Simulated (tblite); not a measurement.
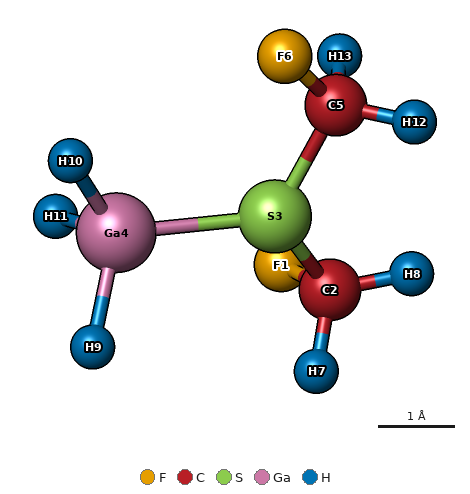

The starting structure (ball-and-stick view, seen at a tilt; atoms are numbered from 1 in the order of the input). Sticks mark near contacts.

# Geometry relaxation of C$_{2}$H$_{7}$F$_{2}$GaS

- system: C$_{2}$H$_{7}$F$_{2}$GaS
- method: GFN2-xTB geometry optimisation, gas phase (tblite 0.8.0)

The input:
```
{"job": {"kind": "relax", "xc": "GFN2-xTB", "basis": "xTB"}, "charge": 0, "multiplicity": 1}
F     -0.598200     1.537500    -1.759700
C     -1.019400     1.439500    -0.439800
S     -0.211600     0.038200     0.251700
Ga     1.929000     0.027100     0.261600
C     -1.098500    -1.450600     0.255200
F     -0.351900    -2.441500     0.806100
H     -0.689400     2.340800     0.151800
H     -2.108900     1.296200    -0.343300
H      2.462200     1.252700     1.165100
H      2.596900    -1.304400     0.858700
H      2.486600     0.303000    -1.237200
H     -2.048800    -1.319400     0.821100
H     -1.352400    -1.718500    -0.809100
```

The first line tells a small driver script what to run in tblite; the rest is the geometry in Å.

Run on 1 CPU thread, shared host.

Launched with:
```bash
OMP_NUM_THREADS=1 python <driver script> task.json out
```

Log:
```
step      E/eV     max force
  0    -589.59871    4.176
  1    -590.05851    3.083
  2    -590.49524    1.242
  3    -590.62497    1.039
  4    -590.70726    0.686
  5    -590.73634    0.399
  6    -590.75605    0.474
  7    -590.77325    0.412
  8    -590.78713    0.357
  9    -590.79824    0.395
 10    -590.81284    0.418
 11    -590.83401    0.406
 12    -590.85688    0.527
 13    -590.88295    0.549
 14    -590.92205    0.492
 15    -590.95503    0.491
 16    -590.98006    0.395
 17    -591.00657    0.326
 18    -591.02732    0.383
 19    -591.04293    0.405
 20    -591.05673    0.328
 21    -591.06849    0.417
 22    -591.07773    0.377
 23    -591.08631    0.258
 24    -591.09557    0.244
 25    -591.10270    0.226
 26    -591.11486    0.299
 27    -591.12409    0.257
 28    -591.13210    0.245
 29    -591.14045    0.268
 30    -591.15032    0.266
 31    -591.16297    0.363
 32    -591.17530    0.336
 33    -591.18294    0.228
 34    -591.18705    0.202
 35    -591.19109    0.206
 36    -591.19629    0.259
 37    -591.20472    0.361
 38    -591.21888    0.417
 39    -591.24073    0.553
 40    -591.27188    0.608
 41    -591.31610    0.560
 42    -591.35391    0.522
 43    -591.37857    0.393
 44    -591.35999    0.746
 45    -591.41552    0.339
 46    -591.42997    0.272
 47    -591.45475    0.232
 48    -591.46455    0.268
 49    -591.47757    0.303
 50    -591.48897    0.294
 51    -591.49827    0.208
 52    -591.50325    0.171
 53    -591.50712    0.162
 54    -591.51128    0.160
 55    -591.51580    0.188
 56    -591.51900    0.198
 57    -591.52182    0.157
 58    -591.52484    0.161
 59    -591.52843    0.175
 60    -591.53256    0.243
 61    -591.53609    0.213
 62    -591.53796    0.114
 63    -591.53883    0.058
 64    -591.53944    0.055
 65    -591.54010    0.085
 66    -591.54087    0.099
 67    -591.54164    0.074
 68    -591.54226    0.043
 69    -591.54275    0.051
 70    -591.54328    0.057
 71    -591.54397    0.060
 72    -591.54479    0.065
 73    -591.54561    0.076
 74    -591.54638    0.086
 75    -591.54733    0.086
 76    -591.54876    0.101
 77    -591.55074    0.104
 78    -591.55281    0.102
 79    -591.55444    0.098
 80    -591.55571    0.110
 81    -591.55784    0.132
 82    -591.55874    0.426
 83    -591.57056    0.276
 84    -591.57715    0.556
 85    -591.58803    0.221
 86    -591.60056    0.160
 87    -591.59704    0.673
 88    -591.61564    0.251
 89    -591.62175    0.243
 90    -591.62568    0.571
 91    -591.64078    0.164
 92    -591.64629    0.149
 93    -591.65294    0.151
 94    -591.65467    0.175
 95    -591.65759    0.168
 96    -591.66436    0.165
 97    -591.66684    0.138
 98    -591.66977    0.126
 99    -591.67261    0.109
100    -591.67454    0.071
101    -591.67523    0.047
102    -591.67551    0.029
103    -591.67568    0.033
104    -591.67580    0.029
105    -591.67591    0.033
106    -591.67601    0.032
107    -591.67611    0.024
108    -591.67623    0.034
109    -591.67634    0.030
110    -591.67642    0.016
111    -591.67646    0.012
112    -591.67649    0.012
113    -591.67651    0.014
114    -591.67654    0.013
115    -591.67658    0.012
116    -591.67662    0.014
117    -591.67668    0.015
118    -591.67674    0.016
119    -591.67679    0.013
120    -591.67681    0.011
121    -591.67683    0.012
122    -591.67685    0.012
123    -591.67690    0.016
124    -591.67698    0.023
125    -591.67710    0.028
126    -591.67721    0.028
127    -591.67728    0.022
128    -591.67732    0.014
129    -591.67735    0.011
130    -591.67736    0.007
```

Trajectory as extended XYZ (Å, eV, eV/Å), 8 of the 131 frames kept, from step=0 to step=130:
```
13
Properties=species:S:1:pos:R:3:forces:R:3 step=0 energy=-589.59871
F    -0.5982    1.5375   -1.7597   -0.7130   0.2720   0.9970
C    -1.0194    1.4395   -0.4398   -0.3700   0.8180  -0.7530
S    -0.2116    0.0382    0.2517    0.4400   1.1280   2.0160
Ga    1.9290    0.0271    0.2616    4.1620   0.0260  -0.3360
C    -1.0985   -1.4506    0.2552   -2.3220  -1.9070  -1.2370
F    -0.3519   -2.4415    0.8061   -0.1210   0.7330  -0.2080
H    -0.6894    2.3408    0.1518   -0.0820  -0.6790  -0.7260
H    -2.1089    1.2962   -0.3433    0.2220   0.2390  -0.4930
H     2.4622    1.2527    1.1651   -0.6510  -0.1600  -0.1140
H     2.5969   -1.3044    0.8587   -0.6710   0.2230  -0.1830
H     2.4866    0.3030   -1.2372   -0.4680  -0.1540   0.3550
H    -2.0488   -1.3194    0.8211    0.4100  -0.3030  -0.0150
H    -1.3524   -1.7185   -0.8091    0.1650  -0.2360   0.6970
13
Properties=species:S:1:pos:R:3:forces:R:3 step=19 energy=-591.04293
F    -0.4501    1.0493   -1.5229    0.1760  -0.0390  -0.0130
C    -1.0118    1.3520   -0.3256   -0.0220  -0.0990   0.0180
S    -0.3712    0.2236    0.9569    0.0130   0.0160   0.0140
Ga    2.1175    0.0447    0.1786    0.0240  -0.0640  -0.1110
C    -1.1058   -1.3176    0.2596    0.0920  -0.0540  -0.0260
F    -0.3685   -2.3875    0.6002    0.4000   0.0140   0.0640
H    -0.7729    2.3846   -0.0783    0.2150   0.0560   0.1550
H    -2.0911    1.2217   -0.4035   -0.1410  -0.0690  -0.0600
H     2.3914    1.2944    1.0668   -0.0130   0.0650  -0.0060
H     2.4623   -1.3501    0.7525   -0.1360  -0.0030   0.0870
H     2.3830    0.2006   -1.3471   -0.2530   0.0340   0.0330
H    -2.0988   -1.4822    0.6707   -0.2750   0.1570   0.0380
H    -1.0884   -1.2329   -0.8259   -0.0800  -0.0120  -0.1930
13
Properties=species:S:1:pos:R:3:forces:R:3 step=37 energy=-591.20472
F    -0.2490    1.1083   -1.4543   -0.0010   0.0020   0.0090
C    -0.9257    1.3946   -0.3173   -0.0540  -0.0780   0.2190
S    -0.4802    0.2272    1.0225   -0.0200   0.0650  -0.1310
Ga    1.9176    0.0193    0.1927    0.1120  -0.2320  -0.2530
C    -1.0244   -1.3552    0.2447    0.0140   0.1960   0.0420
F    -0.1122   -2.3125    0.5128   -0.0080   0.1240  -0.0450
H    -0.6369    2.3973    0.0156   -0.0710  -0.0790   0.0190
H    -1.9960    1.2982   -0.5192   -0.0090   0.1070  -0.0130
H     2.3288    1.3199    0.9236   -0.0350   0.1400   0.0070
H     2.2756   -1.3099    0.8854    0.0520   0.0640   0.0610
H     1.9478    0.0594   -1.3648    0.0310  -0.1660   0.2110
H    -1.9897   -1.6339    0.6766    0.0400  -0.1150  -0.0170
H    -1.0600   -1.2123   -0.8361   -0.0510  -0.0280  -0.1080
13
Properties=species:S:1:pos:R:3:forces:R:3 step=56 energy=-591.51900
F    -0.0682    1.2114   -1.2540    0.0170  -0.0010   0.0240
C    -0.9073    1.4705   -0.2152   -0.0010  -0.0500   0.0460
S    -0.6877    0.2228    1.0922    0.0760  -0.0480   0.0010
Ga    1.8502   -0.1442    0.1892    0.0190  -0.0200   0.0760
C    -0.9978   -1.3098    0.1494    0.0440   0.0380   0.0250
F     0.1405   -2.0615    0.1799    0.0320  -0.0640  -0.0160
H    -0.6354    2.4404    0.2120   -0.0580  -0.0440   0.0150
H    -1.9406    1.4386   -0.5741    0.0550   0.0560  -0.0500
H     2.0806    1.3755    0.4568    0.0080   0.0660  -0.0130
H     2.4139   -1.0911    1.2956   -0.1210   0.1000  -0.1210
H     1.7420   -0.5938   -1.2824    0.0600  -0.0660   0.0120
H    -1.7913   -1.8874    0.6292   -0.0360   0.0280  -0.0130
H    -1.2034   -1.0710   -0.8964   -0.0950   0.0040   0.0130
13
Properties=species:S:1:pos:R:3:forces:R:3 step=74 energy=-591.54638
F     0.0016    1.2408   -1.2173   -0.0470  -0.0160   0.0160
C    -0.8788    1.4505   -0.1963   -0.0280   0.0300  -0.0080
S    -0.6547    0.1931    1.0906    0.0030  -0.0190  -0.0430
Ga    1.8534   -0.0940    0.1627    0.0240  -0.0370   0.0260
C    -1.0221   -1.3288    0.1487    0.0100   0.0040   0.0160
F     0.1155   -2.0773    0.0797   -0.0180   0.0130  -0.0260
H    -0.6628    2.4207    0.2569    0.0460   0.0100   0.0310
H    -1.8977    1.4136   -0.5900    0.0060  -0.0400  -0.0760
H     2.1251    1.4299    0.3841   -0.0180  -0.0250   0.0110
H     2.2863   -1.0151    1.3341   -0.0160   0.0200  -0.0310
H     1.8406   -0.6374   -1.2810    0.0090   0.0200   0.0150
H    -1.7820   -1.9046    0.6837    0.0360  -0.0180   0.0220
H    -1.3287   -1.0911   -0.8737   -0.0070   0.0580   0.0460
13
Properties=species:S:1:pos:R:3:forces:R:3 step=93 energy=-591.65294
F     0.1159    1.0849   -1.1507    0.0290   0.0520   0.1390
C    -0.8659    1.3936   -0.2359   -0.0630  -0.0510   0.0270
S    -0.7956    0.2486    1.1652    0.0540  -0.0320  -0.0810
Ga    1.9208   -0.0937    0.0968    0.0170  -0.0110   0.0260
C    -1.1135   -1.2663    0.2251    0.0990   0.0050  -0.0330
F    -0.0246   -1.5206   -0.5804   -0.1060  -0.0380   0.0550
H    -0.6865    2.3988    0.1542    0.0140  -0.0290  -0.0870
H    -1.8279    1.3007   -0.7472   -0.0190   0.0810  -0.0090
H     2.1807    1.3716    0.5918   -0.0850  -0.0130  -0.0860
H     1.9325   -1.1155    1.2704   -0.0040  -0.1230   0.0070
H     2.3881   -0.5528   -1.2990    0.0000   0.0790   0.0310
H    -1.2387   -2.1104    0.9064    0.0730   0.0740   0.0800
H    -1.9897   -1.1384   -0.4145   -0.0080   0.0050  -0.0700
13
Properties=species:S:1:pos:R:3:forces:R:3 step=111 energy=-591.67646
F     0.1315    1.1078   -1.1632    0.0000   0.0080   0.0050
C    -0.8628    1.4110   -0.2641    0.0030  -0.0020  -0.0010
S    -0.7705    0.2714    1.1373   -0.0050   0.0050  -0.0070
Ga    1.8932   -0.1230    0.1162    0.0050   0.0050   0.0090
C    -1.0921   -1.2656    0.2417    0.0030  -0.0040   0.0020
F    -0.0423   -1.5302   -0.6060    0.0000   0.0060   0.0060
H    -0.6850    2.4198    0.1149   -0.0060   0.0000  -0.0020
H    -1.8230    1.3254   -0.7806    0.0030  -0.0100   0.0000
H     2.0776    1.3300    0.6648    0.0020  -0.0010  -0.0080
H     1.9234   -1.2368    1.2095   -0.0030  -0.0090  -0.0070
H     2.3966   -0.4496   -1.3006   -0.0020  -0.0020   0.0020
H    -1.1508   -2.0728    0.9753   -0.0020   0.0020  -0.0080
H    -2.0001   -1.1871   -0.3628    0.0010   0.0020   0.0080
13
Properties=species:S:1:pos:R:3:forces:R:3 step=130 energy=-591.67736
F     0.1580    1.1469   -1.1456    0.0000  -0.0010   0.0030
C    -0.8691    1.4136   -0.2717    0.0040  -0.0020  -0.0050
S    -0.7676    0.2852    1.1371   -0.0020   0.0010  -0.0010
Ga    1.8976   -0.1320    0.1176   -0.0020   0.0040   0.0000
C    -1.0876   -1.2571    0.2501    0.0000  -0.0040  -0.0050
F    -0.0573   -1.5028   -0.6261    0.0000   0.0010   0.0020
H    -0.7434    2.4314    0.1035    0.0010   0.0020   0.0030
H    -1.8115    1.2845   -0.8111   -0.0040  -0.0010   0.0000
H     2.1085    1.3078    0.6866    0.0010  -0.0030  -0.0010
H     1.8985   -1.2673    1.1904    0.0010  -0.0010   0.0020
H     2.3965   -0.4507   -1.3027   -0.0010   0.0000   0.0000
H    -1.1139   -2.0664    0.9830    0.0020   0.0010   0.0000
H    -2.0131   -1.1927   -0.3290   -0.0010   0.0010   0.0020
```

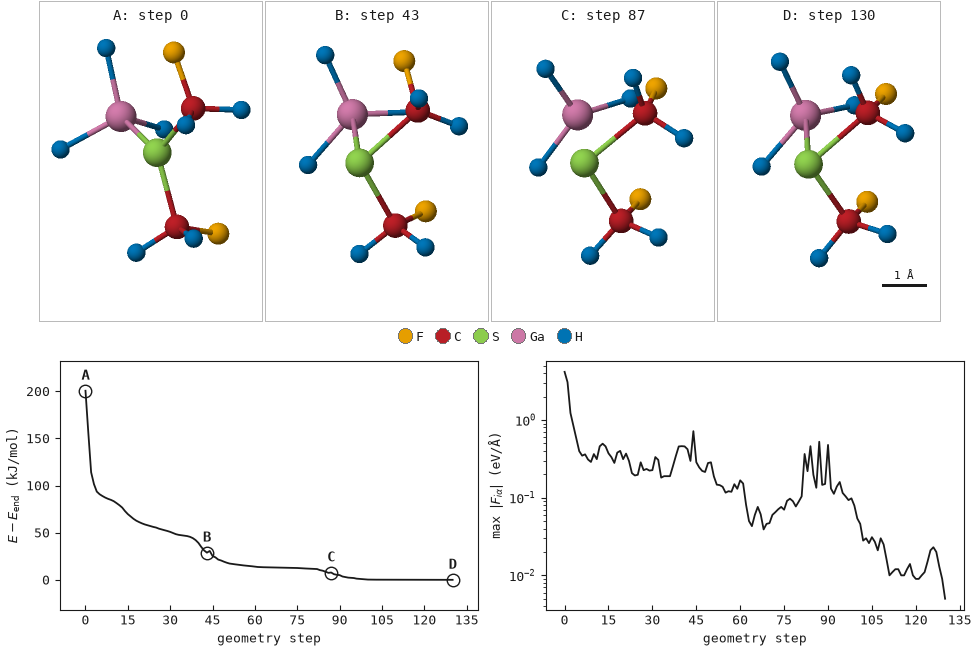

Frames of the relaxation (ball-and-stick view, seen at a tilt) above the curves, on which the letters mark them (steps are counted from 0).

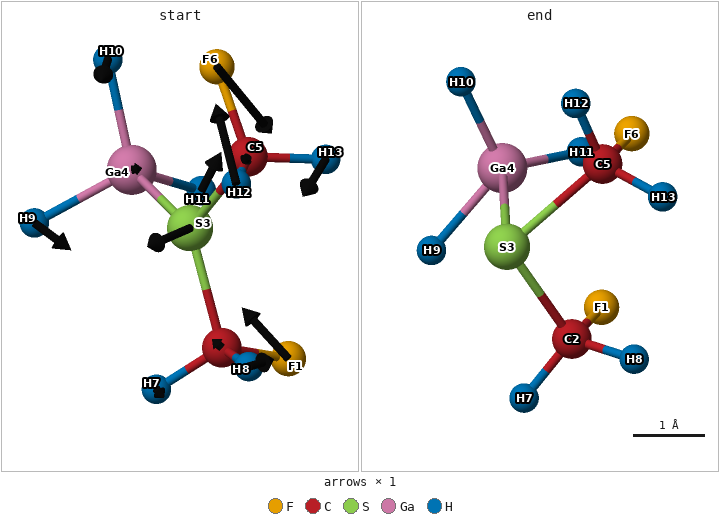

Before (left) and after (right) the relaxation, at one scale (ball-and-stick view, seen at a tilt). The black arrows give the displacements, at true length. The atom that moves furthest after the best rigid fit is F6 (1.74 Å). By element the largest moves are F 1.74 Å, H 1.31 Å, S 1.07 Å, C 0.19 Å, Ga 0.15 Å. Among the contacts that change: S3–Ga4 2.141 → 2.884 Å, Ga4–H11 1.623 → 1.539 Å, S3–C5 1.733 → 1.808 Å, Ga4–H9 1.613 → 1.562 Å. Bonds break: S3–Ga4 (2.14 → 2.88 Å). Among the angles that change: Ga4–S3–C5 120.5° → 82.3°, C2–S3–Ga4 117.7° → 82.3°, S3–Ga4–H10 115.0° → 82.1°. The energy falls by 200.6 kJ/mol in 130 geometry steps. Largest force component: 4.2 eV/Å at the start, 0.005 eV/Å at the end. (Atoms are counted from 1 in the order of the input.)

Key numbers:

```csv
quantity,value
outcome,converged
total energy,−591.6774 eV
wall time,1.2 s
peak memory,0.18 GiB
```
